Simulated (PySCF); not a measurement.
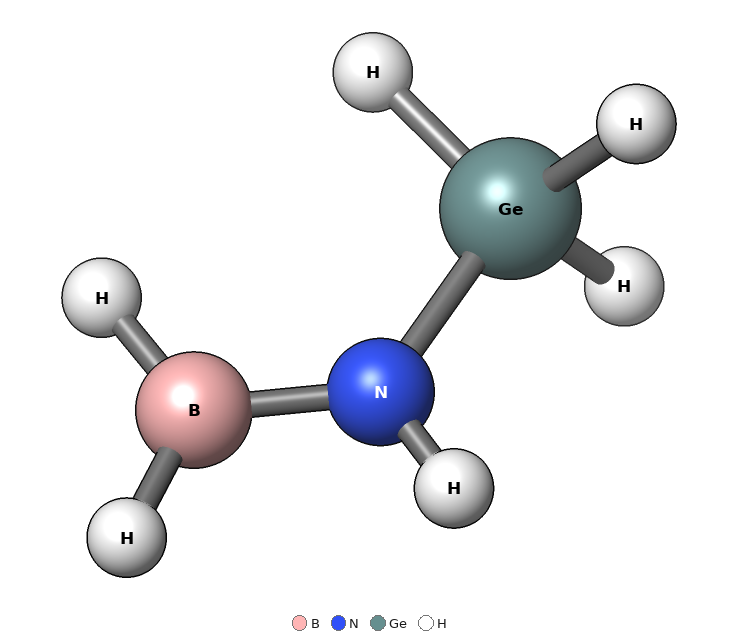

Rendered structure (ball-and-stick style).

The geometry was computed by an optimisation with PBE0-D3(BJ)/def2-SVP. No frequency run is at hand to confirm it as a minimum.

Count the atoms of each element.

BGeH6N, 9 atoms: 1 boron, 1 germanium, 6 hydrogen and 1 nitrogen.

Write the SMILES.

B[NH][GeH3]

The parts below concern this one geometry. Atoms keep their numbers from picture to picture.

## Excitation

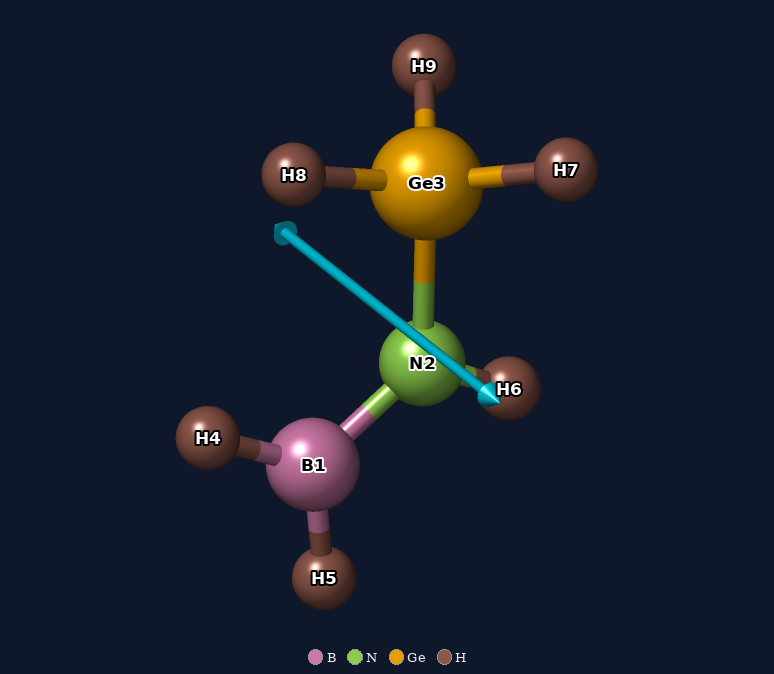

The double arrow shows the direction of the transition dipole to excited singlet state 4 (its length means nothing). No frequency run is at hand to confirm it as a minimum. Method: TDDFT CAM-B3LYP/def2-SVPD, vertical, IEF-PCM acetone (non-equilibrium linear response), core orbitals frozen in the response (PySCF 2.14.0).

Where does the transition lie, and how strong is it?

7.90 eV (157 nm), oscillator strength 0.055, mainly HOMO → LUMO+2 (weight 0.69); transition dipole 1.35 D.

## Polarisability

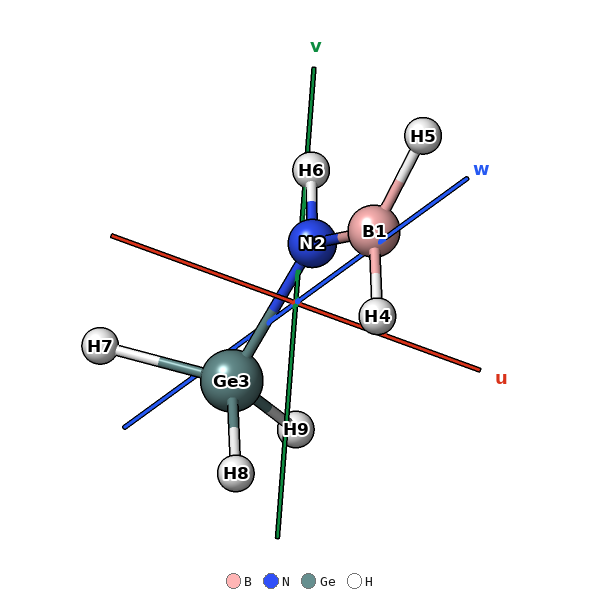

The lines u, v and w are the principal axes of the static dipole polarisability. No frequency run is at hand to confirm it as a minimum. Level of theory: CAM-B3LYP/def2-SVPD in acetone (IEF-PCM) (PySCF 2.14.0).

Along which axis is the molecule most polarisable, and along which least?

Most along w, least along u.

Give the three principal values.

u 62.4, v 69.3, w 84.3 bohr³; mean 72.0, anisotropy 19.4 bohr³.

## Spin–spin coupling

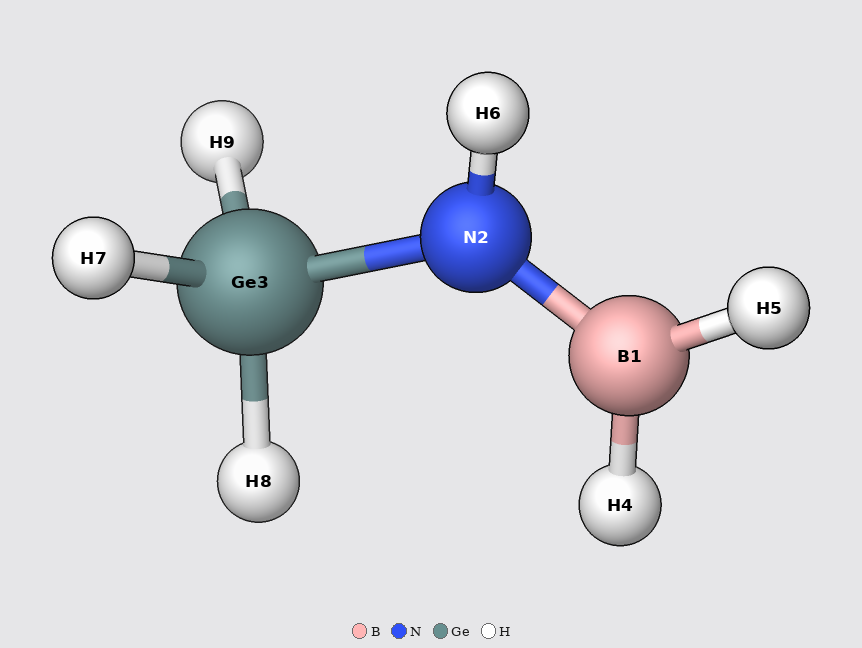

No frequency run is at hand to confirm it as a minimum. Method: B3LYP/pcJ-1 (pcSseg-1 on Ge) indirect spin-spin coupling, non-relativistic, gas phase (PySCF 2.14.0). Isotopes: 11B, 1H, 15N.

Give the spin–spin coupling constants of these pairs, with the number of bonds between them: B1/N2, B1/H4, N2/H9, N2/H8, H4/H5, H7/H9, H7/H8, H8/H9, B1/H7, B1/H8, H5/H6, H6/H7.

```
  pair  bonds apart  J (Hz)
B1, N2            1   −24.0
B1, H4            1   141.6
N2, H9            2    −4.4
N2, H8            2    −5.3
H4, H5            2    11.6
H7, H9            2    22.4
H7, H8            2    15.5
H8, H9            2    17.0
B1, H7            3     2.9
B1, H8            3     2.7
H5, H6            3     9.3
H6, H7            3    −1.1
```
